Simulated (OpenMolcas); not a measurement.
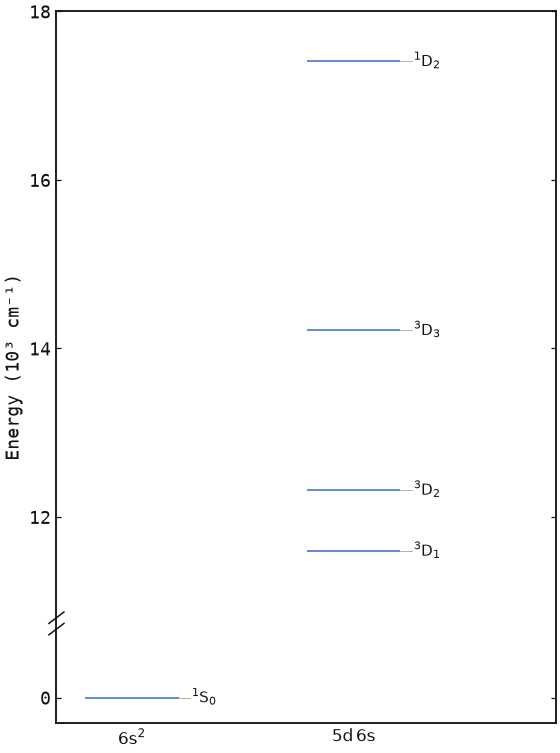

Figure 1. Level diagram of Lu⁺ (lutetium, Z = 71). The lowest level is 6s² ¹S₀. The first excited level, 5d 6s ³D₁, lies at 11,600 cm⁻¹. All levels drawn have even parity, so no electric dipole line joins them. The leading LS term holds 97 % of a level on average.

| Configuration | Level | E (cm⁻¹) |
| --- | --- | --- |
| 6s² | ¹S₀ | 0 |
| 5d 6s | ³D₁ | 11,600 |
| 5d 6s | ³D₂ | 12,320 |
| 5d 6s | ³D₃ | 14,220 |
| 5d 6s | ¹D₂ | 17,410 |

## Multiconfigurational calculation, with input and output: Lu⁺

Lu⁺. Computed at this level: state-averaged SS-CASPT2, IPEA shift 0, imaginary shift 0.1 hartree, closed shells 5s 5p correlated, active space 2 electrons in the shells 5d 6s 6d, basis ANO-RCC-VTZP, DKH2 scalar Hamiltonian, spin-orbit coupling by RASSI with atomic mean-field integrals (OpenMolcas).

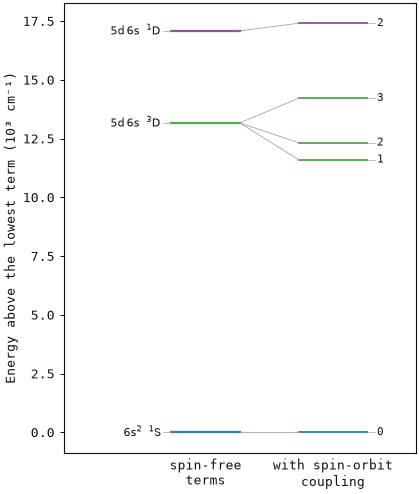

Figure 2. Terms of Lu II (Lu⁺) without and with spin-orbit coupling; numbers at the right are J. 6s² ¹S (at 0) gives the one level J = 0; 5d 6s ³D (at 13,200 cm⁻¹) splits over 2,620 cm⁻¹ into J = 1, 2, 3 from the bottom up (normal); 5d 6s ¹D (at 17,100 cm⁻¹) gives the one level J = 2. The ground level lies 0 below the lowest term.

Input and output of the run follow.

### The input
```
&GATEWAY
Coord
1

Lu 0.0 0.0 0.0
Basis=ANO-RCC-VTZP
Group=XYZ
NoMove
AngMom=0.0 0.0 0.0
AMFI
&SEWARD
&RASSCF
FileOrb=start.orb
Symmetry=1
Spin=3
nActEl=2 0 0
Inactive=15 19
Ras2=6 0
CIRoot=15 15 1
SDav=15
CIMx=300
Iter=120 100
PrWF=0.3
OrbListing=Nothing
MaxOrb=0
Atom
>>> COPY $Project.JobIph JOBPRE
&RASSCF
FileOrb=start.orb
Symmetry=1
Spin=1
nActEl=2 0 0
Inactive=15 19
Ras2=11 0
CIRoot=6 6 1
SDav=66
CIMx=300
Iter=120 100
PrWF=0.3
OrbListing=Nothing
MaxOrb=0
Atom
>>> COPY $Project.JobIph JOB001
&RASSCF
FileOrb=start.orb
Symmetry=1
Spin=3
nActEl=2 0 0
Inactive=15 19
Ras2=11 0
CIRoot=27 27 1
SDav=55
CIMx=300
Iter=120 100
PrWF=0.3
OrbListing=Nothing
MaxOrb=0
Atom
CIOnly
>>> COPY $Project.JobIph JOB002
&RASSI
NrOfJobIphs=2 6 5
1 2 3 4 5 6
1 2 3 4 5
IphNames
JOB001
JOB002
EJob
SpinOrbit
DIPRint=1.0
SOCoupling=1000.0
Subsets=2
MEES
Property=10
'ANGMOM' 1 'ANGMOM' 2 'ANGMOM' 3 'MLTPL  1' 1 'MLTPL  1' 2 'MLTPL  1' 3
'AMFI' 1 'AMFI' 2 'AMFI' 3 'MLTPL  2' 6
SOProperty=3
'ANGMOM' 1 'ANGMOM' 2 'ANGMOM' 3
>>> COPY JOB001 $Project.JobIph
&CASPT2
Multistate=6 1 2 3 4 5 6
Frozen=14 16
IPEA=0.0
Imaginary=0.1
MaxIter=60
WThr=0.0 0.3 0.05
PrWF=0.5
NoMix
Threshold=1.0e-9 1.0e-6
>>> COPY JOB002 $Project.JobIph
&CASPT2
Multistate=5 1 2 3 4 5
Frozen=14 16
IPEA=0.0
Imaginary=0.1
MaxIter=60
WThr=0.0 0.3 0.05
PrWF=0.5
NoMix
```

The file start.orb holds starting orbitals from an earlier step. A driver script formed the levels outside the program, from RASSI's spin-orbit matrix and the CASPT2 energies (for multi-state variants, the effective Hamiltonian), averaged over the components of each term or state. The log and the time are those of the CASPT2 step.

### The program's output (extracts)
```
--- CASPT2 ---
Orbital specifications:
      -----------------------

      Symmetry species                           1   2
                                                ag  au
      Frozen orbitals                           14  16
      Inactive orbitals                          1   3
      Active orbitals                           11   0
      Secondary orbitals                        25  34
      Deleted orbitals                           0   0
      Number of basis functions                 51  53
Type of calculation                        MS-CASPT2
      Fock operator                              state-specific
      IPEA shift                                 0.00
      Real shift                                 0.00
      Imaginary shift                            0.10
      The input orbitals will be transformed to quasi-canonical
Reference energy:      -14549.4165990667
      E2 (Non-variational):      -0.2075777630
      Shift correction:          -0.0003797966
      E2 (Variational):          -0.2079575596
      Total energy:          -14549.6245566264
      Residual norm:              0.0000001304
      Reference weight:           0.94338
      Contributions to the CASPT2 correlation energy
      Active & Virtual Only:         -0.0109090771
      One Inactive Excited:          -0.0400303722
      Two Inactive Excited:          -0.1566383137
Reference energy:      -14549.3435384584
      E2 (Non-variational):      -0.2026986449
      Shift correction:          -0.0004757588
      E2 (Variational):          -0.2031744037
      Total energy:          -14549.5467128621
      Residual norm:              0.0000004968
      Reference weight:           0.94702
      Contributions to the CASPT2 correlation energy
      Active & Virtual Only:         -0.0079897298
      One Inactive Excited:          -0.0479028441
      Two Inactive Excited:          -0.1468060710
::    CASPT2 Root  1     Total energy: -14549.62455663
::    CASPT2 Root  2     Total energy: -14549.54671286
::    CASPT2 Root  3     Total energy: -14549.54671227
::    CASPT2 Root  4     Total energy: -14549.54670951
::    CASPT2 Root  5     Total energy: -14549.54671127
::    CASPT2 Root  6     Total energy: -14549.54671057
::    MS-CASPT2 Root  1     Total energy: -14549.62455752
::    MS-CASPT2 Root  2     Total energy: -14549.54674753
::    MS-CASPT2 Root  3     Total energy: -14549.54673630
::    MS-CASPT2 Root  4     Total energy: -14549.54670142
::    MS-CASPT2 Root  5     Total energy: -14549.54669138
::    MS-CASPT2 Root  6     Total energy: -14549.54667896
--- CASPT2 ---
Orbital specifications:
      -----------------------

      Symmetry species                           1   2
                                                ag  au
      Frozen orbitals                           14  16
      Inactive orbitals                          1   3
      Active orbitals                           11   0
      Secondary orbitals                        25  34
      Deleted orbitals                           0   0
      Number of basis functions                 51  53
Type of calculation                        MS-CASPT2
      Fock operator                              state-specific
      IPEA shift                                 0.00
      Real shift                                 0.00
      Imaginary shift                            0.10
      The input orbitals will be transformed to quasi-canonical
Reference energy:      -14549.3659693049
      E2 (Non-variational):      -0.1984296971
      Shift correction:          -0.0001472908
      E2 (Variational):          -0.1985769879
      Total energy:          -14549.5645462927
      Residual norm:              0.0000003939
      Reference weight:           0.95642
      Contributions to the CASPT2 correlation energy
      Active & Virtual Only:         -0.0034837898
      One Inactive Excited:          -0.0469262614
      Two Inactive Excited:          -0.1480196459
Reference energy:      -14549.3659693048
      E2 (Non-variational):      -0.1984289123
      Shift correction:          -0.0001473030
      E2 (Variational):          -0.1985762153
      Total energy:          -14549.5645455201
      Residual norm:              0.0000003931
      Reference weight:           0.95642
      Contributions to the CASPT2 correlation energy
      Active & Virtual Only:         -0.0034837427
      One Inactive Excited:          -0.0469255932
      Two Inactive Excited:          -0.1480195763
::    CASPT2 Root  1     Total energy: -14549.56454629
::    CASPT2 Root  2     Total energy: -14549.56454552
::    CASPT2 Root  3     Total energy: -14549.56454825
::    CASPT2 Root  4     Total energy: -14549.56454869
::    CASPT2 Root  5     Total energy: -14549.56454841
::    MS-CASPT2 Root  1     Total energy: -14549.56455032
::    MS-CASPT2 Root  2     Total energy: -14549.56454874
::    MS-CASPT2 Root  3     Total energy: -14549.56454823
::    MS-CASPT2 Root  4     Total energy: -14549.56454674
::    MS-CASPT2 Root  5     Total energy: -14549.56454312
```

### Results in brief

- outcome: converged
- lowest level: 6s² ¹S₀
- first excited level: 5d 6s ³D₁, 11,599 cm⁻¹ (measured: 11,796)
- energy of the lowest spin-free term: −14549.62456 hartree
- energy of the lowest spin-orbit level: −14549.62456 hartree
- CASPT2 correlation energy: −0.2080 hartree
- largest spread among components of a term: 0.7 cm⁻¹
- lowest reference weight: 0.943
- hardware: 1 CPU thread, shared host
- wall time: 2.6 min

### Remarks

The run is of multi-state type; this report uses its single-state energies. To bear in mind: extra active shells serve correlation only, their own levels not computed; only configurations of the active space are included; spin-free states above about 29,000 cm⁻¹ are left out of the spin-orbit step.
